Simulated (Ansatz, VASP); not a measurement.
# InBiP2: VASP beside Ansatz

One calculation is typed for both programs; each brings its own data sets. How far apart do they land? The cell is invented: As first built, before any earlier steps moved the atoms (in the runner's words): it takes the InP structure with some of its atoms replaced by other elements, volume scaled by an estimate. It may not be a known or stable phase. The cell is taken from a series of VASP runs on this material, whose earlier steps may have relaxed, scaled or displaced it; both programs get it as it stands. Valence electrons are named where the data sets of a main pair hold unlike numbers.

Calculated with Ansatz 0.2.0; plane waves, with VASP 6.6.1 beside it; single point at PBE and band structure at PBE.

## 1. The structure

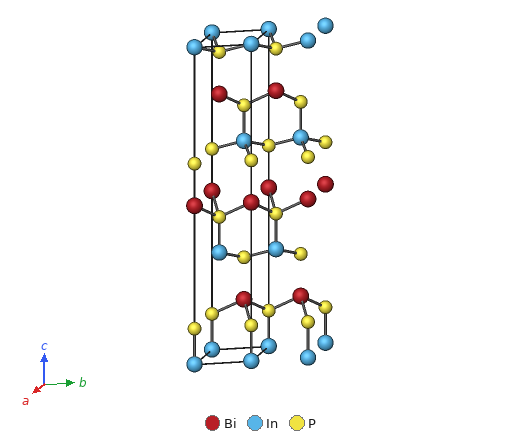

The cell as given, slightly off an axis (bismuth red, indium blue, phosphorus yellow). 1×2×1 cells are drawn. This picture shows the conventional cell, with its axes. Bonds to atoms that aren't drawn are left out. Some periodic images of atoms are drawn too.

## 2. VASP: single point, PBE

A single point gives forces, pressure and levels at one fixed geometry, so differences don't come from the geometry; what else differs is listed under the comparison.

Lines of VASP's logs that name or quote its potential files are left out, and so is its time.

The input, INCAR:

```
SYSTEM = InBiP2
PREC = Accurate
ENCUT = 400
EDIFF = 1E-06
NELM = 100
ISMEAR = 0
SIGMA = 0.05
LREAL = .FALSE.
ALGO = Normal
GGA = PE
NBANDS = 25
LORBIT = 11
LWAVE = .FALSE.
LCHARG = .TRUE.
ISIF = 2
LELF = .TRUE.
LVHAR = .TRUE.
```

The input, POSCAR:

```
InBiP2
1.0
    2.1018449888      1.2135002369      7.9312849891
   -2.1018449888      1.2135002369      7.9312849891
    0.0000000000     -2.4270016545      7.9312850203
Bi In P
1 1 2
Direct
    0.5012803093      0.5012803093      0.5012803093
    0.0013209236      0.0013209236      0.0013209236
    0.1134403002      0.1134403002      0.1134403001
    0.6339584669      0.6339584669      0.6339584670
```

The input, KPOINTS:

```
Automatic mesh
0
Gamma
7 7 7
0 0 0
```

PAW data sets: Bi_d, In_d and P (PBE family, release 64).

Run with:

```
mpirun -np 2 vasp_std
```

Numbers of over 12 decimals in the logs are rounded to 6 here.

Output:

```text
[banner, memory and clock lines left out]
running    2 mpi-ranks, on    1 nodes
 distrk:  each k-point on    2 cores,    1 groups
 distr:  one band on    1 cores,    2 groups

 POSCAR found type information on POSCAR BiInP
 POSCAR found :  3 types and       4 ions
 LDA part: xc-table for (Slater+PW92), standard interpolation
|                                                                             |
|           W    W    AA    RRRRR   N    N  II  N    N   GGGG   !!!           |
|           W    W   A  A   R    R  NN   N  II  NN   N  G    G  !!!           |
|           W    W  A    A  R    R  N N  N  II  N N  N  G       !!!           |
|           W WW W  AAAAAA  RRRRR   N  N N  II  N  N N  G  GGG   !            |
|           WW  WW  A    A  R   R   N   NN  II  N   NN  G    G                |
|           W    W  A    A  R    R  N    N  II  N    N   GGGG   !!!           |
|                                                                             |
|     The number of bands has been changed from the values supplied in        |
|     The orbitals not found in the WAVECAR file will be initialized with     |
|     random numbers, which is usually adequate. For correlated               |
|     calculations, however, you should redo the groundstate calculation.     |
|     I found NBANDS = 25. Now, NBANDS = 26.                                  |
|                                                                             |

 POSCAR, INCAR and KPOINTS ok, starting setup
 FFT: planning ... GRIDC
 FFT: planning ... GRID_SOFT
 FFT: planning ... GRID
 WAVECAR not read
 entering main loop
       N       E                     dE             d eps       ncg     rms          rms(c)
DAV:   1     0.310326860178E+03    0.31033E+03   -0.15617E+04  2288   0.129E+03
DAV:   2     0.147171413054E+02   -0.29561E+03   -0.28949E+03  2352   0.356E+02
DAV:   3    -0.166548661252E+02   -0.31372E+02   -0.30854E+02  2982   0.135E+02
DAV:   4    -0.178631062960E+02   -0.12082E+01   -0.12055E+01  2808   0.290E+01
DAV:   5    -0.179186963388E+02   -0.55590E-01   -0.55582E-01  3518   0.558E+00    0.636E+00
DAV:   6    -0.168404440710E+02    0.10783E+01   -0.28556E+00  3058   0.114E+01    0.341E+00
DAV:   7    -0.168292407888E+02    0.11203E-01   -0.76900E-01  3128   0.344E+00    0.189E+00
DAV:   8    -0.168235556008E+02    0.56852E-02   -0.78439E-02  3054   0.198E+00    0.714E-01
DAV:   9    -0.168232892522E+02    0.26635E-03   -0.12616E-02  3272   0.696E-01    0.186E-01
DAV:  10    -0.168236217289E+02   -0.33248E-03   -0.15214E-03  3248   0.238E-01    0.102E-01
DAV:  11    -0.168239998280E+02   -0.37810E-03   -0.42593E-04  2514   0.107E-01    0.245E-02
DAV:  12    -0.168240458321E+02   -0.46004E-04   -0.54581E-05  2824   0.386E-02    0.201E-02
DAV:  13    -0.168240557225E+02   -0.98904E-05   -0.15484E-05  2168   0.197E-02    0.709E-03
DAV:  14    -0.168240580584E+02   -0.23359E-05   -0.31954E-06  2308   0.929E-03    0.161E-03
DAV:  15    -0.168240582898E+02   -0.23133E-06   -0.38307E-07  1664   0.413E-03
   1 F= -.16824058E+02 E0= -.16824058E+02  d E =-.284726E-07
```

Parts of OUTCAR (step 2):

```text
ion  position               nearest neighbor table
   1  0.501  0.501  0.501-   3 2.75   3 2.75   3 2.75   4 3.16
   2  0.001  0.001  0.001-   4 2.56   4 2.56   4 2.56   3 2.67
   3  0.113  0.113  0.113-   2 2.67   1 2.75   1 2.75   1 2.75
   4  0.634  0.634  0.634-   2 2.56   2 2.56   2 2.56   1 3.16

  LATTYP: Found a trigonal (rhomboedric) cell.
 ALAT       =     8.2943123139
 COS(alpha) =     0.8715687840

 Subroutine GETGRP returns: Found  6 space group operations
 (whereof  6 operations were pure point group operations)

The static configuration has the point symmetry C_3v.

 Found     44 irreducible k-points:

   k-points           NKPTS =     44   k-points in BZ     NKDIM =     44   number of bands    NBANDS=     26

   dimension x,y,z NGX =    54 NGY =   54 NGZ =   54
   dimension x,y,z NGXF=   108 NGYF=  108 NGZF=  108

   ENCUT  =  400.0 eV  29.40 Ry    5.42 a.u.  13.53 13.53 13.53*2*pi/ulx,y,z

   NELECT =      38.0000    total number of electrons

 k-points in reciprocal lattice and weights: Automatic mesh
   0.00000000  0.00000000  0.00000000       0.003
   0.14285714  0.00000000  0.00000000       0.017
   0.28571429  0.00000000  0.00000000       0.017
   0.42857143  0.00000000  0.00000000       0.017
   0.14285714  0.14285714  0.00000000       0.017
   0.28571429  0.14285714  0.00000000       0.035
   0.42857143  0.14285714  0.00000000       0.035
  -0.42857143  0.14285714  0.00000000       0.035
  -0.28571429  0.14285714  0.00000000       0.035
[...]
0.42857143  0.42857143  0.42857143       0.006
  -0.42857143  0.42857143  0.42857143       0.017

 average (electrostatic) potential at core
       1-106.8160       2 -96.4390       3 -84.1774       4 -83.3584

 E-fermi :   4.6317

 k-point     1 :       0.0000    0.0000    0.0000
  band No.  band energies     occupation
    ...
     15       2.8011      2.00000
     16       2.8011      2.00000
     17       3.1569      2.00000
     18       4.1264      2.00000
     19       4.1264      2.00000
     20       4.8947      0.00000
     21       6.2466      0.00000
     22       6.2940      0.00000
     23       6.2940      0.00000
     24       9.0052      0.00000
    ...

 k-point     2 :       0.1429    0.0000    0.0000
  band No.  band energies     occupation
    ...
     15       2.1648      2.00000
     16       2.5198      2.00000
     17       3.0623      2.00000
     18       3.6461      2.00000
     19       3.7994      2.00000
     20       5.3709      0.00000
     21       6.2959      0.00000
     22       6.6934      0.00000
     23       7.0839      0.00000
     24       8.6819      0.00000
    ...

 k-point     3 :       0.2857    0.0000    0.0000
  band No.  band energies     occupation
    ...
     15       0.9006      2.00000
     16       2.0225      2.00000
     17       2.2998      2.00000
     18       3.2441      2.00000
     19       4.0377      2.00000
     20       5.1316      0.00000
     21       6.7987      0.00000
     22       7.2918      0.00000
     23       7.4390      0.00000
     24       8.5534      0.00000
    ...

  Total        0.0003774      0.0003774      0.0085442      0.0000000     -0.0000000      0.0000000
  in kB        0.0049813      0.0049813      0.1127842      0.0000000     -0.0000000      0.0000000
  external PRESSURE =       0.0409156 kB  Pullay stress =       0.0000000 kB

  energy-cutoff  :      400.00
  volume of cell :      121.38
      direct lattice vectors                 reciprocal lattice vectors
     2.101844989  1.213500237  7.931284989     0.237886239  0.137343700  0.042027665
    -2.101844989  1.213500237  7.931284989    -0.237886239  0.137343700  0.042027665
     0.000000000 -2.427001655  7.931285020     0.000000000 -0.274687400  0.042027644

 POSITION                                       TOTAL-FORCE (eV/Angst)
 -----------------------------------------------------------------------------------
      0.00000     -0.00000     11.92739         0.000000     -0.000000      0.004328
      0.00000     -0.00000      0.03143         0.000000     -0.000000      0.008878
      0.00000     -0.00000      2.69918         0.000000      0.000000     -0.008686
      0.00000     -0.00000     15.08432         0.000000      0.000000     -0.004521
 -----------------------------------------------------------------------------------
    total drift:                                0.000000      0.000006      0.001238

  FREE ENERGIE OF THE ION-ELECTRON SYSTEM (eV)
  ---------------------------------------------------
  free  energy   TOTEN  =       -16.8240582898 eV

  energy  without entropy=      -16.8240582613  energy(sigma->0) =      -16.82405828

 total charge
# of ion       s       p       d       tot
------------------------------------------
    1        1.592   1.203   9.928  12.723
    2        0.834   0.695   9.894  11.423
    3        1.075   1.379   0.000   2.454
    4        1.053   1.433   0.000   2.486
--------------------------------------------------
tot          4.554   4.710  19.822  29.086

[... 3 further parts left out ...]
```

The run ends at a pressure of 0.00 GPa, with forces up to 0.0089 eV/Å.

## 3. Ansatz: single point, PBE

Ansatz runs on its default PAW (the set named soft_2) files.

The same cell, functional, mesh and smearing now go to Ansatz, which takes its cutoff from its data sets.

The input, input.yaml:

```yaml
crystal:
  lattice:
    - [2.1018449888, 1.2135002369, 7.9312849891]
    - [-2.1018449888, 1.2135002369, 7.9312849891]
    - [0.0, -2.4270016545, 7.9312850203]
  atoms:
    - { symbol: Bi, position: [0.5012803093, 0.5012803093, 0.5012803093] }
    - { symbol: In, position: [0.0013209236, 0.0013209236, 0.0013209236] }
    - { symbol: P, position: [0.1134403002, 0.1134403002, 0.1134403001] }
    - { symbol: P, position: [0.6339584669, 0.6339584669, 0.633958467] }
hamiltonian:
  xc: pbe
  pseudopotentials: { kind: paw }
kpoints:
  mp_grid: { grid: [7, 7, 7] }
scf:
  occupations: { method: gaussian, width: 0.05 }
  n_extra_bands: 5
output:
  forces: true
  stress: true
  eigenvalues: true
  write_density: true
  write_potential: true
  elf: true
  volumetric_format: npy
```

Run with:

```
ansatz run input.yaml --threads 2 --pin off --max-ram 4608MiB --backend cpu --events-out ev --progress --plain --runs-dir out
```

Output:

```text
basis.fft_grid_basis auto: the FFT boxes are laid along the combinations [[1, -1, 0], [0, 1, 0], [0, -1, 1]] of the cell's own vectors, 4.204, 8.294 and 4.204 Å long. The dense box has 30×60×30 points. Along the cell's own vectors, as sized, it would have 60×60×60, 4.00 times as many. Of the 6 symmetry operations that the crystal satisfies within crystal.symmetry.tolerance (time reversal apart; of a slab, those that  [...]
scf.n_extra_bands = 5 over 19 filled bands (N_el = 38.0): the run solves 24 bands
Engine: ansatz 0.2.0, aarch64-unknown-linux-gnu
Pseudopotentials: kind: paw
Pseudopotential: Bi, paw, valence charge 15, recommended cutoff 420 eV (normal), Bi.paw.azcp
Pseudopotential: In, paw, valence charge 13, recommended cutoff 420 eV (normal), In.paw.azcp
Pseudopotential: P, paw, valence charge 5, recommended cutoff 420 eV (normal), P.paw.azcp
Functional definition: PBE
  parameter kappa = 0.804
  parameter beta = 0.066725
  exchange = pbe_x(kappa = kappa, mu = beta*pi^2/3)
  correlation = pbe_c(beta = beta)
Crystal: 4 atoms, lattice volume = 121.377 Å³
Basis set: ecut = 420 eV, 2325 PW (Γ), FFT grids on a1−a2, a2, −a2+a3, exchange–correlation on 60×120×60 points (8 copies of the dense FFT grid, shifted against one another)
Bands: 24, of which v1, the nominal top of the filled ones, is band 19 counted from 1 (18 counted from 0)
Symmetry: 6 space group operations
Space group: R3m (ITA 160), of the structure as read, at distance tolerance 5.0e-5 Å
k-points: 44 of 343 (time reversal used)
Non-local potential: Bi, projectors of the file, l = 0: 2, l = 1: 2, l = 2: 2, l = 3: 2
Non-local potential: In, projectors of the file, l = 0: 2, l = 1: 2, l = 2: 2, l = 3: 2
Non-local potential: P, projectors of the file, l = 0: 2, l = 1: 2, l = 2: 2
PAW form: soft (Blöchl's): semilocal exchange-correlation on the pseudo side does not see the compensation charge
PAW one-centre angular grid: Bi, 590 points (default); XC on 64 Gauss nodes
PAW one-centre angular grid: In, 590 points (default); XC on 64 Gauss nodes
PAW one-centre angular grid: P, 110 points (default); XC on 64 Gauss nodes
Initial density: superposition of atomic densities (neutral atoms: chi_scale 0, normalization atom), corrected by the library's trained network
Initial wavefunctions: pseudopotential atomic-orbital guess
Functional: x = pbe(κ = 0.804, μ = 0.219515), c = pbe(β = 0.066725)
SCF iter   1: F=—  HF=-19505.408575 eV  |F-HF|=—  |Δ(HF+E_count)|=         —  Δρ=2.95e-3  dr2=2.67e-2  ethr=1.77e-3  ⟨swp⟩=7.5  Hψ=5631  notcnv=0
preconditioner: auto → Resta (q_TF=auto, 2.248 Å⁻¹)  ε∞=3.6  [insulator: Δε(μ)=0.301 eV  Ē_g=11.043 eV  σ=0.050 eV  W_gap=1.00  n_scr=28 (ndim 8)  ℏωp=17.8 eV  f_vac=0.034  D(μ)=0.00/eV (n_scr^D=0)  ε∞_Penn≈3.6]
SCF iter   2: F=—  HF=-19505.401060 eV  |F-HF|=—  |Δ(HF+E_count)|=   7.52e-3  Δρ=1.35e-3  dr2=3.35e-3  ethr=7.03e-5  ⟨swp⟩=2.8  Hψ=2236  notcnv=0  defer=27
SCF iter   3: F=—  HF=-19505.401073 eV  |F-HF|=—  |Δ(HF+E_count)|=   1.29e-5  Δρ=5.56e-4  dr2=7.83e-4  ethr=8.82e-6  ⟨swp⟩=2.1  Hψ=1272  notcnv=0  defer=27
SCF iter   4: F=—  HF=-19505.401279 eV  |F-HF|=—  |Δ(HF+E_count)|=   2.07e-4  Δρ=2.20e-4  dr2=1.63e-4  ethr=2.06e-6  ⟨swp⟩=2.7  Hψ=1563  notcnv=0  defer=27
SCF iter   5: F=—  HF=-19505.401356 eV  |F-HF|=—  |Δ(HF+E_count)|=   7.63e-5  Δρ=8.63e-5  dr2=1.71e-5  ethr=4.28e-7  ⟨swp⟩=2.1  Hψ=1353  notcnv=0  defer=27
SCF iter   6: F=—  HF=-19505.401383 eV  |F-HF|=—  |Δ(HF+E_count)|=   2.72e-5  Δρ=2.40e-5  dr2=1.52e-6  ethr=4.49e-8  ⟨swp⟩=2.9  Hψ=1942  notcnv=0  defer=27
SCF iter   7: F=-19505.401385 eV  HF=-19505.401385 eV  |F-HF|=1.14e-7  |Δ(HF+E_count)|=   1.86e-6  Δρ=7.24e-6  dr2=9.62e-8  ethr=2.63e-10  ⟨swp⟩=15.9  Hψ=9896  notcnv=0
SCF 1 converged in 7 iterations: F = -19505.401385 eV  dr2 = 9.62e-8
  greatest PAW one-centre occupation: 0.988 electrons in one spin orbital (limit 2), on the Bi atom at site 0 (counted from 0), in its partial waves of l = 2
SCF converged after 7 iterations
Free energy (F): -19505.401385 eV
Harris-Foulkes:  -19505.401385 eV  (|F-HF|=1.14e-7)
Internal energy: -19505.401385 eV  (E = F + TS)
E sigma→0 (E₀):  -19505.401385 eV
Entropy (-TS):   -0.000000 eV (-0.000 meV/atom)
Fermi energy:    6.532333 eV
--- Per-component energies (eV) ---
  E_band       = -222.561130
  E_kinetic    = 681.350837
  E_local      = -3351.334136  (includes V_loc(G=0)·N_el)
  E_nonlocal   = 995.658072
  E_hartree    = 1209.434768
  E_xc         = -487.638963
  E_vxc        = -362.295342  (∫ρ·V_xc dr)
  E_paw        = -15956.766327  (= ΣΔE_a)
  E_vpaw       = -604.813893  (= ΣTr[D̂ρ^β])
  E_aug_tail   = -0.000397  (compensation charges beyond the density's cutoff)
  E_ewald      = -2596.105237
  E_smearing   = -0.000000  (= −TS)
  E_closure    = 0.000000  (closes the sum)
  Σ components = -19505.401385   (vs F -19505.401385, Δ=0.00e0)
--- Forces (eV/Å), atoms counted from 1 ---
  atom   1  Bi     0.00000000     0.00000000    -0.00160307
  atom   2  In     0.00000000    -0.00000000     0.01350623
  atom   3  P      0.00000000     0.00000000    -0.00657071
  atom   4  P      0.00000000     0.00000000    -0.00540343
  max |Σ_I F_I| component: 7.10e-5 eV/Å
--- Stress (GPa, compression-positive) ---
        0.052976       0.000000       0.000000
        0.000000       0.052976      -0.000000
        0.000000      -0.000000       0.078384
  P = ⅓ Tr σ = 0.0614 GPa (0.614 kbar)
--- Band table (eV; the first three rows and the last of 44) ---
  k-point 0: bands = [... 15 lower, 4.6996, 5.0551, 6.0199, 6.0199, 6.7979, 8.1408, 8.1933, 8.1933, ... 1 higher]
  k-point 1: bands = [... 15 lower, 4.4184, 4.9598, 5.5438, 5.6931, 7.2742, 8.1949, 8.5923, 8.9788, ... 1 higher]
  k-point 2: bands = [... 15 lower, 3.9211, 4.1982, 5.1378, 5.9380, 7.0326, 8.6958, 9.1902, 9.3381, ... 1 higher]
  k-point 43: bands = [... 15 lower, 4.4315, 4.7610, 5.6563, 6.3725, 7.4882, 8.4618, 8.6652, 8.7194, ... 1 higher]
```

Run time: 8.6 s. Hardware: 2 threads of Arm Neoverse V2, shared host; peak memory 0.42 GiB; 17 s of CPU time.

The column dr2 measures how far the density is from self-consistency, as an energy; F and HF (Harris–Foulkes) agree once it is small.

The run ends at a pressure of 0.06 GPa, with forces up to 0.014 eV/Å.

## 4. Differences

Known differences besides the potentials themselves: the cutoff is 420 eV in Ansatz and 400 eV in VASP; VASP leaves aspherical gradient terms in its spheres out (LASPH is not set), Ansatz keeps them. Total energies have different zeros and are not compared.

Compared:

```tsv
quantity	Ansatz	VASP	difference
pressure (GPa)	0.06	0.00	+0.06
gap on the k mesh (eV)	0.320	0.323	-0.004
```

At this near-relaxed geometry the largest component of a force difference is 6 meV/Å. A gap on the mesh is an upper bound, since the band edges may lie between its points; neither run holds spin-orbit coupling, which can move the band edges of a compound of Bi. Ansatz's pressure holds a Pulay correction of 0.03 GPa; VASP's holds none.

(Continued in part 2 of 2.)

[Lines on the potential files, build, host, timing and source positions are cut from VASP's logs without a mark.]

[Logs are printed without paths, hosts, clocks, repeated set-up lines and the standing remarks that a program may print on its own settings, such as how far it seeks lower states.]

[Hosts, paths, dates, database ids (printed as entryN), source tags and the programs' standing remarks are cut or masked in the printed files.]
